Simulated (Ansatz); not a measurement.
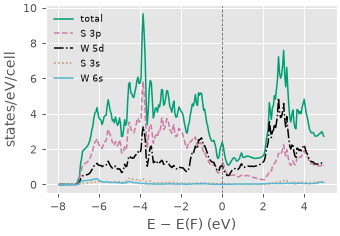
Total and projected density of states of WS2 in space group C2/m (No. 12; S on 4i, S on 4i, W on 4i), plane-wave PAW PBE+D3(BJ) (Ansatz code)

Question: Which orbitals carry the states next to the Fermi level?

Answer: Within 0.5 eV of the Fermi level: W 5d 48 %, S 3p 47 %. Projections are on Löwdin-orthogonalised atomic valence shells; empty p or d shells of many metals are not among them.

Question: Where is the tallest occupied peak in this window, and what makes it?

Answer: Near -3.8 eV, about 9.7 states/eV per cell; the largest projected share is S 3p.

The start of the workflow was typed in or built on a structure type; neither database checked (COD, Materials Project) lists it. It is not the phase usual at ambient conditions (space group No. 194). The cell was relaxed with PBE+D3(BJ) under the symmetry of its start; whether a distortion lowers the energy is not shown. The workflow began spin-polarised and lost its moments. Spin–orbit coupling is left out wherever it is not named.

Potentials: the later of the program's two PAW sets.
